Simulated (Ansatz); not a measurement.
# GeN2H4F2 (SMILES [NH2][Ge]([NH2])([F])[F]): HF/6-31G(d) (spherical functions)

Aim: the vertical ionisation energy of GeN2H4F2 at HF/6-31G* (spherical functions), from 2 runs. 

The results are computed with Ansatz 0.2.0.

47 further runs of the same task are left out: 47 set aside as unsound or not needed. Runs told in other sessions of the task aren't counted.

### 1 The molecule

GeN2H4F2 has 9 atoms, charge 0, and is taken as a singlet. SMILES: `[NH2][Ge]([NH2])([F])[F]`. The shape is that of a PBE0-D4/def2-TZVP optimisation. This is one conformer, not always the lowest.

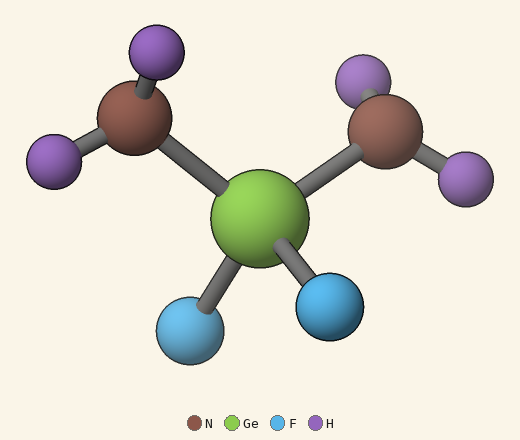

Viewed from a chosen angle; nitrogen brown, germanium green, fluorine blue, hydrogen purple.

### 2 The energy at HF/6-31G(d) (spherical functions)

molecule.yaml reads:

```yaml
basis:
  gaussian:
    orbitals: 6-31G_st_-spherical.json
crystal:
  periodic: [false, false, false]
  atoms:
    - symbol: N
      position_ang: [-0.357200, 1.470600, -0.432900]
    - symbol: Ge
      position_ang: [0.131100, -0.254300, -0.371100]
    - symbol: "N"
      position_ang: [0.088800, -0.889600, 1.305800]
    - symbol: F
      position_ang: [-0.830100, -1.356500, -1.291000]
    - symbol: F
      position_ang: [1.658800, -0.315400, -1.175700]
    - symbol: H
      position_ang: [-1.289100, 1.676100, -0.105200]
    - symbol: H
      position_ang: [-0.173100, 1.942600, -1.305600]
    - symbol: H
      position_ang: [0.163500, -1.892200, 1.392000]
    - symbol: H
      position_ang: [0.695700, -0.427900, 1.966600]
output: {orbitals: {seedname: orbitals}}
magnetization:
  spin_polarized: false
  initial_magnetization: 0
hamiltonian:
  xc: hf
accuracy: high
```

The basis set 6-31G* is read from a file made from the Basis Set Exchange's data (not shown).

Started as:

```bash
$ ansatz run molecule.yaml --threads 1 --pin off --max-ram 2610MiB --events-out events.jsonl --progress --plain --runs-dir runs
```

Output:

```text
Warning: RAYON_NUM_THREADS=1 ignored (pool sized by the plan → 1); use --threads N
Functional definition: HF
  name "HF"
  exchange = exact_x
  correlation = 0
2159 factors; integrals over basis functions are off by at most 4.3e-9 eV
mean field evaluation 1: about -64902.7771 eV, gradient 4.7e1 eV
mean field evaluation 2: about -64902.8428 eV, gradient 4.7e1 eV
mean field evaluation 4: about -64906.9103 eV, gradient 3.1e0 eV
mean field evaluation 8: about -64906.9378 eV, gradient 2.1e-4 eV
mean field -64906.93778041 eV, -2385.2859679276 hartree, gradient 2.5e-8 eV, S^2 0.000000; 0 other end points of the search recorded, 0 dependent functions left out
reference -64906.93778041 eV, -2385.2859679276 hartree; 34, 34 occupied and 62, 62 virtual orbitals, 2159 factors
Total energy: -64906.93778041 eV, -2385.2859679276 hartree
```

Wall time 5.1 s (1 thread of Arm Neoverse V1, shared host); peak memory 0.32 GiB.

### 3 The doublet cation, same level

input.yaml reads:

```yaml
basis:
  gaussian:
    orbitals: 6-31G_st_-spherical.json
crystal:
  periodic: [false, false, false]
  atoms:
    - {symbol: "N", position_ang: [-0.357200, 1.470600, -0.432900]}
    - {symbol: Ge, position_ang: [0.131100, -0.254300, -0.371100]}
    - {symbol: N, position_ang: [0.088800, -0.889600, 1.305800]}
    - {symbol: F, position_ang: [-0.830100, -1.356500, -1.291000]}
    - {symbol: F, position_ang: [1.658800, -0.315400, -1.175700]}
    - {symbol: H, position_ang: [-1.289100, 1.676100, -0.105200]}
    - {symbol: H, position_ang: [-0.173100, 1.942600, -1.305600]}
    - {symbol: H, position_ang: [0.163500, -1.892200, 1.392000]}
    - {symbol: H, position_ang: [0.695700, -0.427900, 1.966600]}
total_charge: 1
magnetization:
  spin_polarized: true
  initial_magnetization: 1
hamiltonian:
  xc: hf
accuracy: high
output:
  orbitals: {seedname: orbitals}
```

The basis set 6-31G* is read from a file made from the Basis Set Exchange's data (not shown).

Started as:

```bash
$ ansatz run input.yaml --threads 1 --pin off --max-ram 2610MiB --events-out events.jsonl --progress --plain --runs-dir runs
```

Output:

```text
Warning: RAYON_NUM_THREADS=1 ignored (pool sized by the plan → 1); use --threads N
[... 4 set-up lines as earlier in the session ...]
2159 factors; integrals over basis functions are off by at most 4.2e-9 eV
mean field evaluation 1: about -64890.0391 eV, gradient 4.2e1 eV
mean field evaluation 2: about -64890.0453 eV, gradient 4.2e1 eV
mean field evaluation 4: about -64896.3519 eV, gradient 3.1e0 eV
mean field evaluation 8: about -64896.4644 eV, gradient 4.6e-1 eV
mean field evaluation 16: about -64897.3245 eV, gradient 3.4e-3 eV
mean field evaluation 32: about -64897.3243 eV, gradient 7.7e-3 eV
mean field -64897.32447682 eV, -2384.9326855368 hartree, gradient 2.8e-8 eV, S^2 0.758586; 1 other end points of the search recorded, 0 dependent functions left out
reference -64897.32447682 eV, -2384.9326855368 hartree; 34, 33 occupied and 62, 63 virtual orbitals, 2159 factors
Total energy: -64897.32447682 eV, -2384.9326855368 hartree
```

Wall time 15 s (1 thread of Arm Neoverse V1, shared host); peak memory 0.45 GiB.

### 4 Results

Level: HF/6-31G* (spherical functions).

```
                                          quantity           value
                    singlet GeN2H4F2: total energy  -2385.28597 Eh
                     singlet GeN2H4F2: HOMO energy       -11.94 eV
                     singlet GeN2H4F2: LUMO energy         3.95 eV
                   singlet GeN2H4F2: HOMO–LUMO gap        15.89 eV
                      doublet cation: total energy  -2384.93269 Eh
doublet cation: HOMO energy (highest over α and β)       -17.03 eV
 doublet cation: LUMO energy (lowest over α and β)        -7.64 eV
                              doublet cation: ⟨S²⟩           0.759
vertical ionisation energy (to the doublet cation)        9.613 eV
```

**Reading.** The vertical ionisation energy comes to 9.61 eV (928 kJ/mol). −ε(HOMO) before ionisation, 11.94 eV, is 2.33 eV above this ionisation energy.
